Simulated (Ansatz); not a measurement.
The compound is PtC (space group Fm-3m, No. 225), taken as coordinates from a relaxation with DFT, PBE, PAW with Ansatz's default frozen-core files, scalar-relativistic (Ansatz); the starting structure was generated, so it need not be a known form of this composition.

```
CELL_PARAMETERS angstrom
4.46580 0.00000 0.00000
0.00000 4.46580 0.00000
0.00000 0.00000 4.46580
ATOMIC_POSITIONS crystal
Pt 0.00000 0.00000 0.00000
C 0.50000 0.00000 0.00000
Pt 0.00000 0.50000 0.50000
C 0.50000 0.50000 0.50000
Pt 0.50000 0.00000 0.50000
C 0.00000 0.00000 0.50000
Pt 0.50000 0.50000 0.00000
C 0.00000 0.50000 0.00000
```

Bonds are taken as C–Pt below 2.5 Å. Simplification: prune 0- and 1-connected atoms, fold 2-connected ones into links.

Derive the underlying net.

The result is a uninodal 6-connected, three-periodic net: Pt and C are 6-connected nodes. It is the pcu net, known from NaCl, ReO3 and the B-X framework of perovskite. It is a single net, without interpenetration.

```
    node  links  point symbol  coordination sequence
Pt and C      6      4^12.6^3         6 18 38 66 102
```

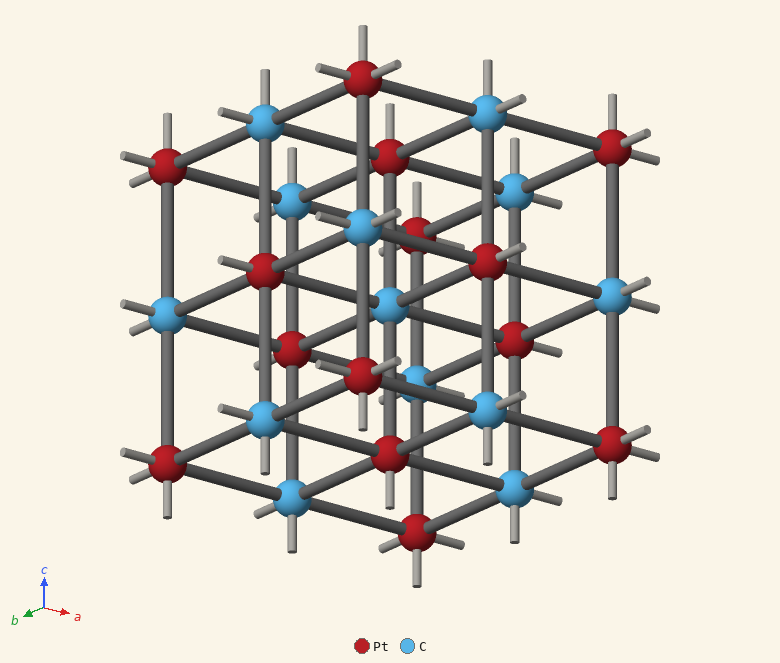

Nodes are coloured by element. Edges to nodes outside the piece are drawn as stubs.
